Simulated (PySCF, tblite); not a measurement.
**C₃H₂F₃O radical: geometry, infrared bands and EPR parameters**

What infrared bands and EPR parameters should C₃H₂F₃O radical (`F[C]1O[C@@H]1C(F)F`) show?

Computed with tblite 0.8.0 and PySCF 2.14.0, with density-fitted response routines of our own, on a single molecule in the gas phase. Atoms count from 0, in the outputs and in this text.

## Step 1: The starting structure

9 atoms, charge 0, multiplicity 2; geometry from: force field or distance geometry start.

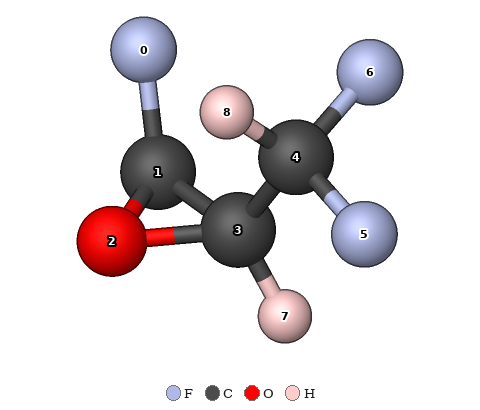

As it starts; fluorine light blue, carbon dark grey, oxygen red, hydrogen pink, atoms numbered.

## Step 2: Geometry optimisation with GFN2-xTB

What the job is given:

```
{"job": {"kind": "relax", "xc": "GFN2-xTB", "basis": "xTB"}, "charge": 0, "multiplicity": 2}
F     -1.529100     1.547600    -0.026500
C     -1.622800     0.222600    -0.325900
O     -1.313300    -0.655900     0.738400
C     -0.342600    -0.543600    -0.256700
C      0.958500     0.108400     0.154400
F      1.955900    -0.836600     0.120300
F      1.218600     1.098400    -0.766900
H     -0.218600    -1.468300    -0.851700
H      0.906800     0.533500     1.189400
```

On the command line:

```sh
$ OMP_NUM_THREADS=1 python probes_run.py task.json out
```

This one command runs all jobs of the session in turn.

The log of the run:

```text
step      E/eV     max force
  0    -695.81997    3.238
  1    -696.02541    0.976
  2    -696.08018    0.426
  3    -696.09581    0.362
  4    -696.10838    0.230
  5    -696.11339    0.193
  6    -696.11723    0.190
  7    -696.12028    0.257
  8    -696.12352    0.215
  9    -696.12592    0.146
 10    -696.12791    0.142
 11    -696.12951    0.111
 12    -696.13082    0.094
 13    -696.13181    0.090
 14    -696.13264    0.085
 15    -696.13350    0.107
 16    -696.13440    0.114
 17    -696.13527    0.087
 18    -696.13600    0.088
 19    -696.13650    0.064
 20    -696.13678    0.053
 21    -696.13696    0.038
 22    -696.13710    0.041
 23    -696.13725    0.036
 24    -696.13738    0.040
 25    -696.13750    0.032
 26    -696.13763    0.036
 27    -696.13778    0.048
 28    -696.13791    0.037
 29    -696.13799    0.029
 30    -696.13806    0.032
 31    -696.13815    0.033
 32    -696.13832    0.051
 33    -696.13856    0.066
 34    -696.13881    0.057
 35    -696.13906    0.057
 36    -696.13937    0.058
 37    -696.13983    0.092
 38    -696.14047    0.109
 39    -696.14120    0.085
 40    -696.14185    0.073
 41    -696.14238    0.058
 42    -696.14284    0.074
 43    -696.14303    0.061
 44    -696.14329    0.047
 45    -696.14338    0.024
 46    -696.14342    0.013
 47    -696.14344    0.012
 48    -696.14344    0.006
```

It took 0.27 s on 1 thread of Arm Neoverse N1, shared host.

Along the way: (not every step is listed)

```csv
step,energy from step 0 (eV),largest force (eV/Å)
0,0.0000,3.2377
1,-0.2054,0.9759
2,-0.2602,0.4262
3,-0.2758,0.3624
4,-0.2884,0.2300
5,-0.2934,0.1931
6,-0.2973,0.1903
7,-0.3003,0.2567
8,-0.3035,0.2147
11,-0.3095,0.1115
14,-0.3127,0.0852
17,-0.3153,0.0874
20,-0.3168,0.0532
23,-0.3173,0.0359
26,-0.3177,0.0360
29,-0.3180,0.0290
32,-0.3184,0.0511
35,-0.3191,0.0575
38,-0.3205,0.1085
41,-0.3224,0.0584
43,-0.3231,0.0609
44,-0.3233,0.0469
45,-0.3234,0.0235
46,-0.3234,0.0127
47,-0.3235,0.0124
48,-0.3235,0.0065
```

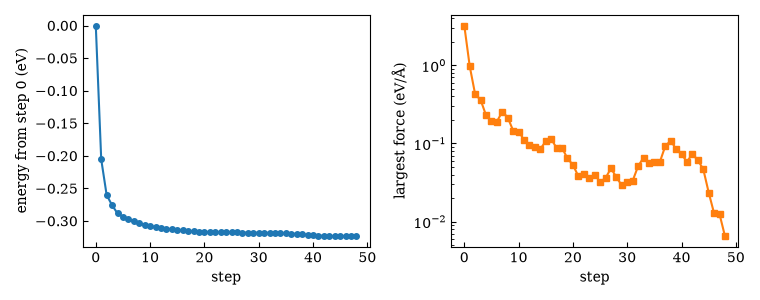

Energy and largest force along the relaxation.

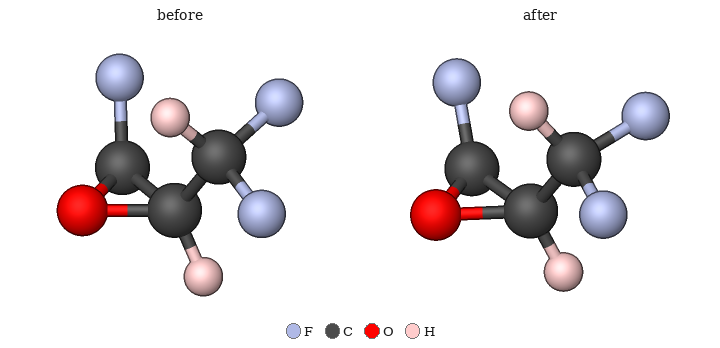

Before and after, at one scale.

Close pairs (by a distance rule), those that changed most:

```csv
bond,before (Å),after (Å),change (Å)
C1–O2,1.414,1.345,-0.069
O2–C3,1.395,1.437,+0.042
C1–C3,1.494,1.456,-0.038
F0–C1,1.362,1.332,-0.030
C4–F6,1.377,1.352,-0.025
C4–F5,1.374,1.350,-0.025
C3–H7,1.107,1.085,-0.021
C4–H8,1.120,1.101,-0.019
```

The end geometry stands in the next job.

## Step 3: Vibrational analysis with GFN2-xTB

What the job is given:

```
{"job": {"kind": "ir", "xc": "GFN2-xTB", "basis": "xTB"}, "charge": 0, "multiplicity": 2}
F     -1.741442     1.495263     0.098374
C     -1.589705     0.210047    -0.215254
O     -1.305046    -0.698060     0.735254
C     -0.331959    -0.517517    -0.306696
C      0.978284     0.104019     0.132264
F      1.911652    -0.852612     0.321348
F      1.457385     0.914252    -0.838447
H     -0.244790    -1.336468    -1.013192
H      0.879183     0.687070     1.061169
```

The log of the run:

```text
mode    cm-1     km/mol
  1      42.6      4.81
  2     123.9      1.52
  3     239.4      7.59
  4     372.1     17.53
  5     393.2     19.26
  6     463.0     16.60
  7     550.8      5.77
  8     594.5      7.70
  9     849.9     26.64
 10     965.3     32.73
 11    1019.8     64.57
 12    1043.8    151.89
 13    1078.3     78.95
 14    1095.1     96.43
 15    1148.6    104.12
 16    1203.0     16.36
 17    1241.6     17.47
 18    1292.1     27.75
 19    1499.8    137.35
 20    2902.8     14.91
 21    3040.8      1.64
```

Run time: 0.24 s. Hardware: 1 thread of Arm Neoverse N1, shared host.

Which atoms move in the most intense modes:

```csv
cm⁻¹,km/mol,atoms
965,32.7,"C3 41 %, H7 27 %, C1 10 %, C4 10 %"
1020,64.6,"C4 41 %, H7 19 %, F6 18 %, C3 18 %"
1044,151.9,"C4 50 %, F5 21 %, H7 11 %"
1078,79.0,"H7 20 %, C4 20 %, C3 19 %, C1 14 %"
1095,96.4,"C4 32 %, C3 18 %, H7 15 %, H8 12 %"
1149,104.1,"C1 38 %, O2 32 %, F0 16 %"
1292,27.8,"H8 36 %, H7 26 %, C4 18 %, C1 11 %"
1500,137.3,"C1 49 %, C3 32 %, O2 14 %"
```

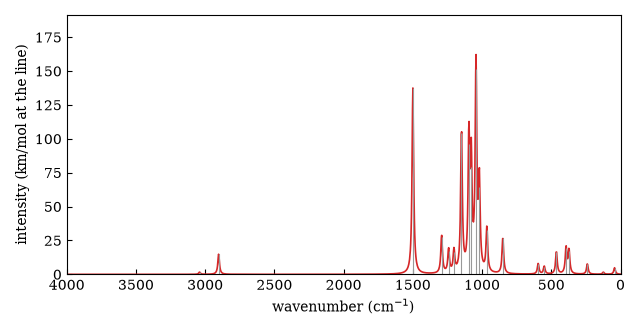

The infrared spectrum from these modes, unscaled. Lines are broadened to a width of 14 cm⁻¹ (Lorentzian).

## Step 4: g tensor and hyperfine couplings: B3LYP/pcH-1

Same as in step 3 but for these lines:

```diff
@@ -1,2 +1,2 @@
-{"job": {"kind": "ir", "xc": "GFN2-xTB", "basis": "xTB"}, "charge": 0, "multiplicity": 2}
+{"job": {"kind": "epr", "basis": "pcH-1"}, "charge": 0, "multiplicity": 2}
 F     -1.741442     1.495263     0.098374
```

Level: UKS B3LYP, pcH-1 on C F H O, non-relativistic, mean-field spin-orbit, GIAO.

The log of the run:

```text
UKS, coarse grid
  cycle   1  E = -490.01110998  |g| = 7.03e-01
  cycle   2  E = -489.67343397  |g| = 1.24e+00
  cycle   3  E = -490.16362200  |g| = 1.32e-01
  cycle   4  E = -490.16804163  |g| = 7.42e-02
  cycle   5  E = -490.16977815  |g| = 1.07e-02
  cycle   6  E = -490.16981594  |g| = 6.12e-03
  cycle   7  E = -490.16983209  |g| = 1.54e-03
  cycle   8  E = -490.16983349  |g| = 8.18e-04
UKS, final grid
  cycle   1  E = -490.16997163  |g| = 9.88e-04
  cycle   2  E = -490.16997132  |g| = 1.44e-03
  cycle   3  E = -490.16997197  |g| = 1.89e-04
  cycle   4  E = -490.16997199  |g| = 5.68e-05
  cycle   5  E = -490.16997199  |g| = 4.80e-05
  cycle   6  E = -490.16997199  |g| = 5.53e-06
E = -490.16997199 Eh   <S^2> = 0.7522 (exact 0.7500)
g shifts (ppm)      1          2          3
  rmc          -243       -243       -243
  gc             23        -11        -25
  oz_so        -269       1856       2816
  total        -488       1602       2548
hyperfine (MHz)  atom isotope    a_iso     a_fc   dipolar eigenvalues
    0   19F     382.56     382.56   -251.10   -231.07    482.17
    1   13C     673.37     673.37    -63.99    -57.97    121.96
    2   17O     -48.05     -48.05    -49.85     23.50     26.35
    3   13C      24.68      24.68     -9.00     -5.59     14.60
    4   13C      -8.67      -8.67     -1.23     -0.13      1.36
    5   19F       8.70       8.70    -10.67     -9.60     20.27
    6   19F      16.37      16.37     -7.16     -5.86     13.03
    7    1H      -1.18      -1.18     -5.78     -5.36     11.14
    8    1H       2.63       2.63     -2.43     -2.20      4.63
```

Run time: 44 s. Hardware: 1 thread of Arm Neoverse N1, shared host; peak memory 0.68 GiB.

Principal g values 2.00183, 2.00392, 2.00487; g(iso) = 2.00354, against 2.00232 for a free electron.

Hyperfine couplings, nucleus by nucleus at this fixed geometry (no averaging over rotations):

```csv
nuclei,isotope,a(iso) (MHz),"a(iso) (G, at g = 2.0023)",largest dipolar term (MHz)
C1,13C,673.4,240.3,122.0
F0,19F,382.6,136.5,482.2
O2,17O,-48.1,-17.1,-49.9
C3,13C,24.7,8.8,14.6
F6,19F,16.4,5.8,13.0
F5,19F,8.7,3.1,20.3
C4,13C,-8.7,-3.1,1.4
H8,1H,2.6,0.9,4.6
H7,1H,-1.2,-0.4,11.1
```

Mulliken spin populations:

```csv
atom,value (e)
F0,0.08
C1,0.79
O2,0.10
C3,0.03
C4,0.00
F5,0.00
F6,0.00
H7,0.00
H8,0.00
```

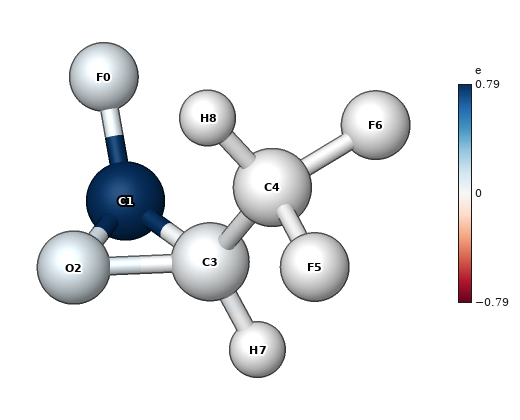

Mulliken spin populations, as colours on the atoms.

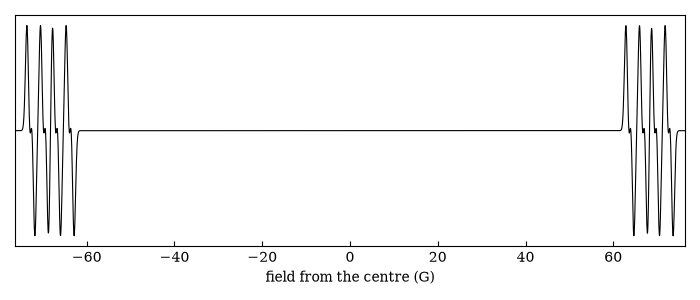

First-order isotropic spectrum (first derivative, main isotopes with spin only, couplings over 0.8 MHz, Gaussian width 0.4 G; couplings of the frozen geometry, rotation of groups not averaged beyond the rows shown).

Orbitals, density, ELF and potential are computed afterwards from the orbital file.

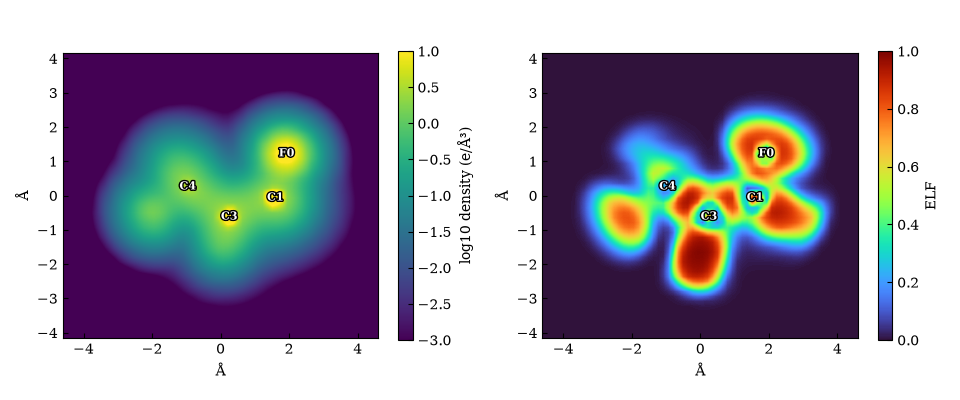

Density (left) and ELF (right) in a plane through or near 4 of the atoms.

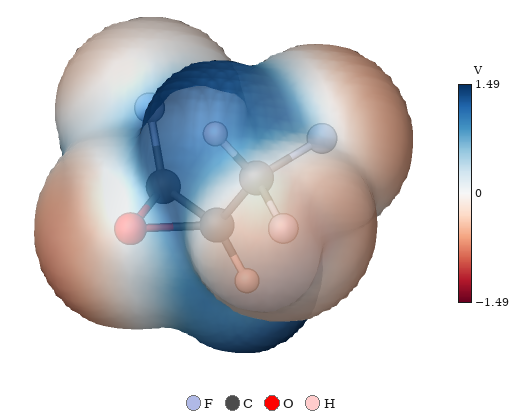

Electrostatic potential on the surface of density 0.002 e/bohr³; red is low, blue high. It runs from -0.66 V near O2 to 1.49 V near H7.

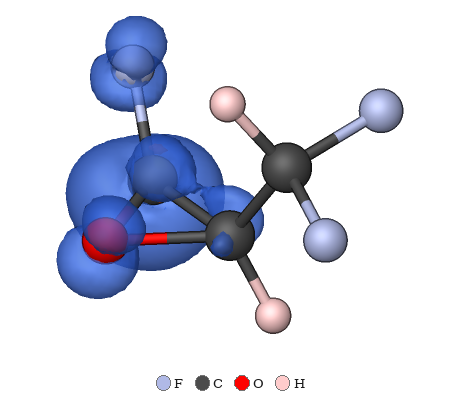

Spin density at ±0.06 e/Å³ (alpha excess blue, beta excess red).

## Step 5: Outcome

```
                                                                  quantity                  value
                                 strongest single infrared mode (GFN2-xTB)  1044 cm⁻¹, 152 km/mol
                                              zero-point energy (GFN2-xTB)          30.2 kcal/mol
                                                            g(iso) (B3LYP)                2.00354
                                                                      ⟨S²⟩     0.752 (exact 0.75)
                                                            largest a(iso)   13C on C1, 673.4 MHz
potential on the surface of density 0.002 e/bohr³, 1st and 99th percentile     -0.66 V and 1.49 V
```

**Reading.** The optimisation took 48 steps and gained 0.323 eV; among the close pairs (by a distance rule), C1–O2 changed most, from 1.414 to 1.345 Å. No mode is imaginary among the 21: a minimum at this level. The strongest single mode, at 1044 cm⁻¹, moves mainly C4 and F5. GFN2-xTB is a fitted tight-binding method: band positions and strengths are rough. Its intensities can rank the bands wrongly. Most of the unpaired spin sits on C1 (0.79 e). The isotropic g lies 1.2 ppt above the free-electron value. These values are for one conformer; the search (at its own cheap level) found 2 more, at 0.00, 2.50 kcal/mol (those within 0.05 may be mirror or relabelled copies), and measured spectra average over such forms.
